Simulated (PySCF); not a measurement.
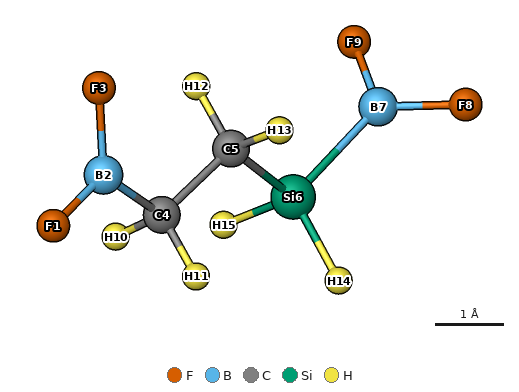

*The structure as given in the input (ball-and-stick view, seen at a tilt; atoms are numbered from 1 in the order of the input).*

Bond lengths as drawn: B–C 1.58 Å, B–F 1.32 Å, B–Si 1.98 Å, C–C 1.53 Å, C–H 1.09 Å, C–Si 1.91 Å and H–Si 1.47 Å.

C₂H₆B₂F₄Si: excited-state calculation

System: C₂H₆B₂F₄Si, SMILES FB(F)CC[SiH2]B(F)F.
Method: TDDFT CAM-B3LYP/def2-SVPD, vertical, gas phase, core orbitals frozen in the response (PySCF 2.14.0).

The geometry comes from this level: GFN2-xTB. It belongs to a series of runs on one base structure; here: H on Si replaced by BF2.

Input
```
{"job": {"kind": "uv", "xc": "CAM-B3LYP", "basis": "def2-SVPD", "nstates": 8, "ntriplets": 3}, "charge": 0, "multiplicity": 1}
F     -3.873917    -0.351583    -0.978784
B     -2.804442    -0.120475    -0.242396
F     -3.074920     0.074150     1.032221
C     -1.347254    -0.060371    -0.844627
C     -0.225624    -0.097900     0.201780
Si     1.512670     0.118905    -0.566465
B      2.909365     0.130714     0.839292
F      3.630924    -0.922475     1.176322
F      3.236905     1.196353     1.546856
H     -1.256975     0.859104    -1.429633
H     -1.206039    -0.868355    -1.564527
H     -0.408654     0.684316     0.940709
H     -0.281394    -1.044674     0.742455
H      1.697465    -0.963022    -1.547564
H      1.487477     1.373301    -1.338862
```

The first line tells a small driver script what to run in PySCF; the rest is the geometry in Å.

Command:
```bash
OMP_NUM_THREADS=1 python <driver script> task.json out
```

Output
```
coarse grid: 14032 points
cycle   1  E = -817.7652952712  dE =  9.560e-01  |g| = 8.672e-01  |ddm| = 5.170e+00
cycle   2  E = -817.7249411791  dE =  4.035e-02  |g| = 1.085e+00  |ddm| = 1.712e+00
cycle   3  E = -817.9079126400  dE = -1.830e-01  |g| = 5.196e-02  |ddm| = 7.897e-01
cycle   4  E = -817.9084134446  dE = -5.008e-04  |g| = 2.777e-02  |ddm| = 1.241e-01
cycle   5  E = -817.9085881931  dE = -1.747e-04  |g| = 7.082e-03  |ddm| = 4.236e-02
cycle   6  E = -817.9086000386  dE = -1.185e-05  |g| = 1.057e-03  |ddm| = 1.037e-02
cycle   7  E = -817.9086003143  dE = -2.757e-07  |g| = 5.753e-04  |ddm| = 2.475e-03
final grid: 135408 points
cycle   8  E = -818.0128006980  dE = -6.540e-05  |g| = 3.505e-03  |ddm| = 6.517e-02
cycle   9  E = -818.0128012192  dE = -5.213e-07  |g| = 3.247e-03  |ddm| = 9.123e-03
cycle  10  E = -818.0128035577  dE = -2.338e-06  |g| = 3.787e-04  |ddm| = 3.677e-03
cycle  11  E = -818.0128035767  dE = -1.909e-08  |g| = 2.202e-04  |ddm| = 6.282e-04
cycle  12  E = -818.0128035850  dE = -8.291e-09  |g| = 3.195e-05  |ddm| = 2.162e-04
cycle  13  E = -818.0128035853  dE = -2.301e-10  |g| = 8.126e-06  |ddm| = 5.124e-05
```

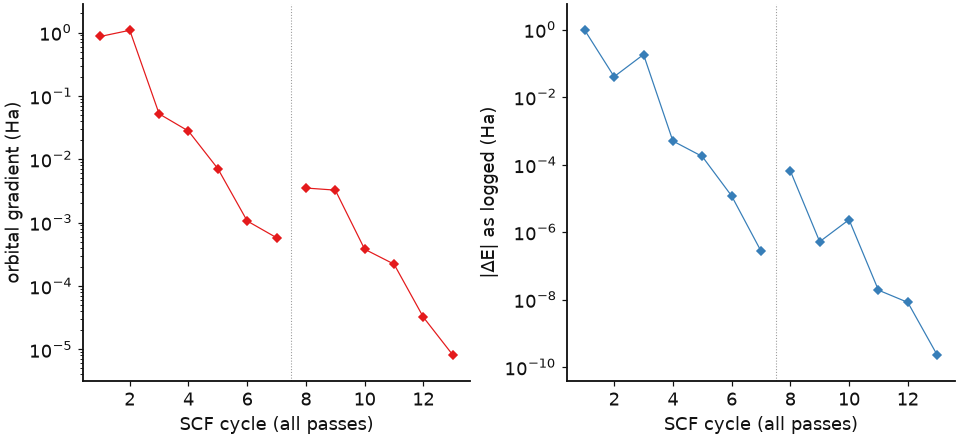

*Convergence of the self-consistent field: orbital gradient and size of the energy change against the SCF cycle. The dotted line marks the change from a coarse to the final integration grid.*

The first 7 cycles use a coarse grid, the final grid takes over at cycle 8, and the field converges after 13 cycles in all.

```
converged SCF energy = -818.0128035853

Static polarisability (au): isotropic 77.670, principal 66.669 72.388 93.953

Singlet excitations
state   eV       nm        f      main configurations
  1   6.5627    188.9   0.09281   H->L 0.64, H-1->L 0.30
  2   7.1191    174.2   0.06854   H-1->L 0.63, H->L 0.31
  3   7.4685    166.0   0.00907   H-2->L 0.94
  4   7.8638    157.7   0.00763   H->L+3 0.67, H->L+1 0.12
  5   8.0498    154.0   0.03368   H->L+1 0.71, H->L+3 0.13
  6   8.5154    145.6   0.02362   H->L+5 0.63, H->L+6 0.09, H->L+2 0.09
  7   8.5933    144.3   0.03904   H->L+2 0.63, H->L+5 0.10
  8   8.8045    140.8   0.00127   H-3->L 0.78

Triplet excitations (Tamm-Dancoff, eV): 5.3323 6.4984 7.1414
```

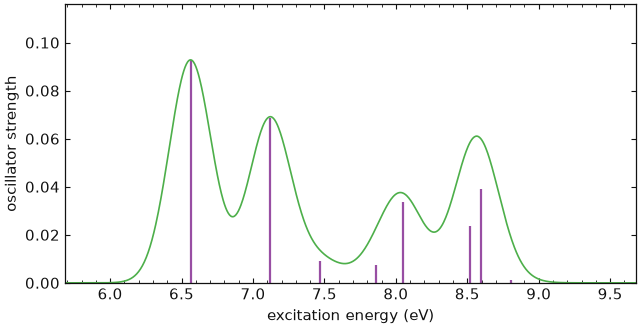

*Computed excitations as sticks (degenerate states added up, dark ones marked on the axis), with a Gaussian envelope of 0.35 eV full width at half maximum, scaled to the tallest.*

Of the 8 states the lowest lies at 6.56 eV (f = 0.093); the strongest line is at 6.56 eV, or 189 nm (f = 0.093).

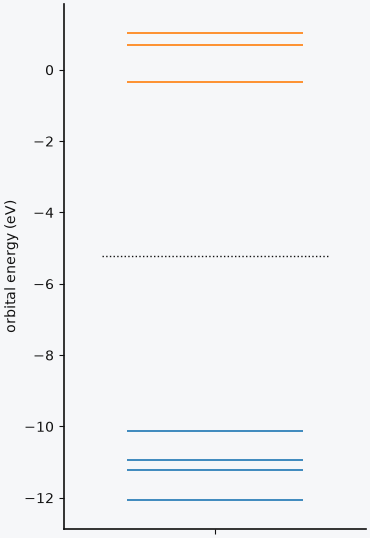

*Orbital energies near the frontier; the dotted line parts filled from empty levels, and levels within 0.02 eV of each other stand side by side.*

Highest filled −10.13 eV, lowest empty −0.34 eV, 9.79 eV apart.

Key numbers

```tsv
quantity	value
outcome	converged
total energy	−818.012804 hartree
HOMO	−10.13 eV
LUMO	−0.34 eV
dipole moment	1.21 D
mean polarisability	77.67 a.u.
lowest singlet excitation	6.56 eV
hardware	1 CPU thread, shared host
wall time	88 s
peak memory	1.1 GiB
```
